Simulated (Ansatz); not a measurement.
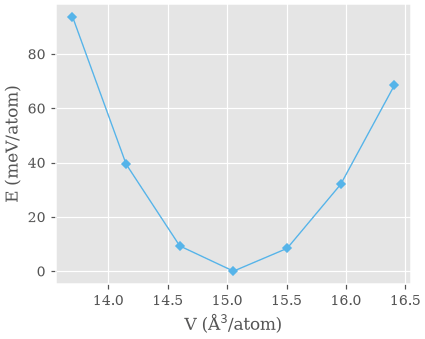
SiW in space group P-6m2 (No. 187; W on 1a, Si on 1f) under volume change, PBE in the plane-wave PAW code Ansatz, shape and atoms relaxed at each volume.

What does a third-order Birch–Murnaghan fit give for V₀, B₀ and B′?

V₀ = 15.05 Å³/atom, B₀ = 209 GPa, B′ = 4.3.

The cell is a constructed one: a structure type filled with these elements; neither database checked (COD, Materials Project) lists it. Its standing as an ambient phase is unchecked. Symmetry was held in the PBE relaxation; its stability against distortions is not shown here. No spin polarisation was allowed. Spin–orbit coupling is left out wherever it is not named.

Potentials: the later of the program's two PAW sets.
